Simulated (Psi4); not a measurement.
# UB3LYP/6-31G(d) (spherical functions) run of C2H6Ga (SMILES C[Ga]C)

What is the energy change on altering one bond length of C2H6Ga at UB3LYP/6-31G* (spherical functions)? 

The results are computed with Psi4 1.11.

## (1) The system as given

The species is C2H6Ga (9 atoms), meant as a doublet with charge 0. As SMILES, `C[Ga]C`. Geometry: relaxed at PBE0-D4/def2-TZVP.

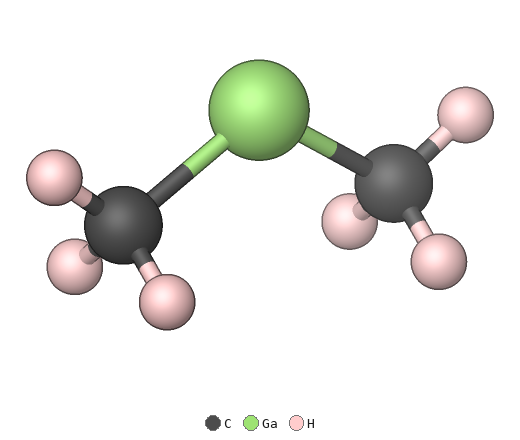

Viewed from a chosen angle; carbon dark grey, gallium green, hydrogen pink.

## (2) A single-point energy at UB3LYP/6-31G(d) (spherical functions)

Contents of job.in:

```
memory 2.2 GB

molecule {
  0 2
  C     -1.246620     1.163020     0.175280
  Ga     0.456630     0.385560     0.873010
  C      1.273950    -1.139610    -0.126050
  H     -2.014290     0.382510     0.177460
  H     -1.092470     1.479700    -0.861100
  H     -1.602690     2.011340     0.758180
  H      2.201980    -1.496820     0.318200
  H      1.469380    -0.822030    -1.155250
  H      0.554120    -1.963680    -0.159730
  units angstrom
  symmetry c1
}

set basis 6-31G*
set reference uks
set puream true
set e_convergence 1e-09
set d_convergence 1e-08
set scf_type pk
set dft_radial_points 99
set dft_spherical_points 590
set maxiter 100

energy_value, wavefunction = energy('b3lyp', return_wfn=True)
oeprop(wavefunction, 'MULLIKEN_CHARGES', 'WIBERG_LOWDIN_INDICES', 'LOWDIN_CHARGES', title='B3LYP')
```

Launch:

```bash
psi4 -n 1 job.in job.out
```

job.out:

```text
[...]
  Running in c1 symmetry.
[...]
  Nuclear repulsion =  167.444230096275078
[...]
  Multiplicity = 2
[...]
  Nalpha       = 25
  Nbeta        = 24
[...]
    Number of basis functions: 72
[...]
   @UKS iter   1: -2002.42073661597442   -1.95068e+00   4.15770e-02 ADIIS/DIIS
[...]
   @UKS iter  13: -2004.41111997223288   -1.95541e-11   9.82304e-09 DIIS
[...]
   @S^2 Observed:                7.516626822E-01
[...]
    Orbital Energies [Eh]
    ---------------------
    Alpha Occupied:
       1A   -372.534260     2A    -45.927563     3A    -40.684184
       4A    -40.682042     5A    -40.680420     6A    -10.156334
       7A    -10.156323     8A     -5.496121     9A     -3.783378
      10A     -3.776442    11A     -3.771752    12A     -0.816682
      13A     -0.813399    14A     -0.810791    15A     -0.809967
      16A     -0.806349    17A     -0.681239    18A     -0.668160
      19A     -0.400933    20A     -0.397753    21A     -0.389366
      22A     -0.388822    23A     -0.388754    24A     -0.271165
      25A     -0.167104
    Alpha Virtual:
[...]
  @UKS Final Energy: -2004.41111997223288
   => Energetics <=
    Nuclear Repulsion Energy =            167.4442300962750778
    One-Electron Energy =               -3122.9702419105960871
    Two-Electron Energy =                1022.1054349959674710
    DFT Exchange-Correlation Energy =     -70.9905431538793721
    Empirical Dispersion Energy =           0.0000000000000000
    VV10 Nonlocal Energy =                  0.0000000000000000
    Total Energy =                      -2004.4111199722328820
[...]
 Multipole Moments:
 ------------------------------------------------------------------------------------
     Multipole            Electronic (a.u.)      Nuclear  (a.u.)        Total (a.u.)
 ------------------------------------------------------------------------------------
 L = 1.  Multiply by 2.5417464519 to convert [e a0] to [Debye]
 Dipole X            :          3.0167452           -3.1510361           -0.1342910
 Dipole Y            :          2.5474451           -2.6608883           -0.1134433
 Dipole Z            :          5.7653314           -6.0217799           -0.2564486
 Magnitude           :                                                    0.3109169
[...]
  Mulliken Charges: (a.u.)
   Center  Symbol    Alpha    Beta     Spin     Total
       1     C     3.34594  3.21559  0.13035 -0.56152
       2    GA    15.80087 15.06559  0.73528  0.13353
       3     C     3.34594  3.21557  0.13037 -0.56151
       4     H     0.42086  0.41717  0.00369  0.16197
       5     H     0.42138  0.41655  0.00483  0.16206
       6     H     0.41138  0.41790 -0.00651  0.17072
       7     H     0.41138  0.41789 -0.00651  0.17073
       8     H     0.42122  0.41682  0.00440  0.16196
       9     H     0.42103  0.41691  0.00411  0.16206
   Total alpha = 25.00000, Total beta = 24.00000, Total charge = -0.00000
[...]
```

Wall time 34 s (1 thread of AMD EPYC 7R43 (Zen 3), shared host); peak memory 1.1 GiB.

## (3) The distorted shape: energy and forces at UB3LYP/6-31G(d) (spherical functions)

Contents of run.py:

```python
import numpy as np
from ase.calculators.psi4 import Psi4
from ase import Atoms

atoms = Atoms(['C', 'Ga', 'C', 'H', 'H', 'H', 'H', 'H', 'H'], positions=[
    [-2.360274, 1.591679, -0.357829],
    [-0.657024, 0.814219, 0.339901],
    [0.160296, -0.710951, -0.659159],
    [-3.127944, 0.811169, -0.355649],
    [-2.206124, 1.908359, -1.394209],
    [-2.716344, 2.439999, 0.225071],
    [2.201980, -1.496820, 0.318200],
    [0.355726, -0.393371, -1.688359],
    [-0.559534, -1.535021, -0.692839],
])
calc = Psi4(atoms=atoms, method='b3lyp', basis='6-31G*', memory='2200MB', num_threads=1, charge=0, multiplicity=2, label='calc', reference='uks')
calc.psi4.set_options({'puream': True, 'e_convergence': 1e-09, 'd_convergence': 1e-08, 'scf_type': 'pk', 'dft_radial_points': 99, 'dft_spherical_points': 590, 'maxiter': 100})
atoms.calc = calc

forces = atoms.get_forces()
print(f'energy: {atoms.get_potential_energy():.6f} eV')
print('forces / eV A^-1')
print(np.round(forces, 5))
```

Launch:

```bash
python run.py
```

calc.dat, cut to the lines that bear on the results:

```text
[...]
  Running in c1 symmetry.
[...]
  Nuclear repulsion =  163.611751618108201
[...]
  Multiplicity = 2
[...]
  Nalpha       = 25
  Nbeta        = 24
[...]
    Number of basis functions: 72
[...]
   @UKS iter   1: -2001.76610319005977   -1.54624e+00   4.22059e-02 DIIS/ADIIS
[...]
   @UKS iter  18: -2004.24695666689058   -3.63798e-12   7.10546e-09 DIIS
[...]
   @S^2 Observed:                1.368822248E+00
[...]
  @UKS Final Energy: -2004.24695666689058
   => Energetics <=
    Nuclear Repulsion Energy =            163.6117516181082010
    One-Electron Energy =               -3114.7901775937166349
    Two-Electron Energy =                1017.8136202008848841
    DFT Exchange-Correlation Energy =     -70.8821508921668766
    Empirical Dispersion Energy =           0.0000000000000000
    VV10 Nonlocal Energy =                  0.0000000000000000
    Total Energy =                      -2004.2469566668905827
[...]
 Multipole Moments:
 ------------------------------------------------------------------------------------
     Multipole            Electronic (a.u.)      Nuclear  (a.u.)        Total (a.u.)
 ------------------------------------------------------------------------------------
 L = 1.  Multiply by 2.5417464519 to convert [e a0] to [Debye]
 Dipole X            :          1.5258841           -2.0965990           -0.5707149
 Dipole Y            :          3.1777170           -3.0667541            0.1109629
 Dipole Z            :          5.1147876           -5.5170182           -0.4022306
 Magnitude           :                                                    0.7069778
[...]
  -Total Gradient:
     Atom            X                  Y                   Z
    ------   -----------------  -----------------  -----------------
       1        0.005513300993     0.000853172752     0.006035036646
       2       -0.011021924572    -0.002737156590    -0.013460485855
       3        0.003301076122    -0.003375952816    -0.000803445754
       4        0.001703020756     0.001275778222    -0.000156169133
       5       -0.000028569491    -0.001002854379     0.001953844090
       6       -0.001110755153    -0.001428648237    -0.002456042281
       7        0.021868141620    -0.007747304109     0.011240634706
       8       -0.012279666808     0.004368119587     0.001203163835
       9       -0.007938447148     0.009793503738    -0.003552365652
[...]
```

The script printed:

```text
energy: -54538.337626 eV
forces / eV A^-1
[[-0.28351 -0.04387 -0.31033]
 [ 0.56677  0.14075  0.69217]
 [-0.16975  0.1736   0.04131]
 [-0.08757 -0.0656   0.00803]
 [ 0.00147  0.05157 -0.10047]
 [ 0.05712  0.07346  0.12629]
 [-1.12451  0.39838 -0.57802]
 [ 0.63145 -0.22462 -0.06187]
 [ 0.40821 -0.5036   0.18267]]
```

Wall time 50 s (1 thread of AMD EPYC 7R43 (Zen 3), shared host); peak memory 1.1 GiB.

## (4) Results

Level: UB3LYP/6-31G* (spherical functions).

| quantity | value |
| --- | --- |
| first shape: total energy | -2004.41112 Eh |
| first shape: dipole moment | 0.79 D |
| first shape: HOMO energy (highest over α and β) | -4.55 eV |
| first shape: LUMO energy (lowest over α and β) | -2.13 eV |
| first shape: ⟨S²⟩ | 0.752 |
| distorted shape: total energy | -2004.24696 Eh |
| distorted shape: dipole moment | 1.80 D |
| distorted shape: HOMO energy (highest over α and β) | -4.71 eV |
| distorted shape: LUMO energy (lowest over α and β) | -2.35 eV |
| distorted shape: ⟨S²⟩ | 1.369 |
| distorted shape: largest force on an atom | 1.326 eV/Å |
| energy change with the C3–H7 bond stretched from 1.089 to 2.396 Å | 4.467 eV |

In words: With the C3–H7 bond stretched from 1.089 to 2.396 Å the energy rises by 4.47 eV (431 kJ/mol). The first shape isn't relaxed at this level, so the change isn't measured from a minimum. Mulliken charges (first shape) run from -0.56 on C1 to +0.17 on H7; they depend strongly on the basis. ⟨S²⟩ (distorted shape) is 1.37 where a pure doublet has 0.75: the reference is spin-contaminated.
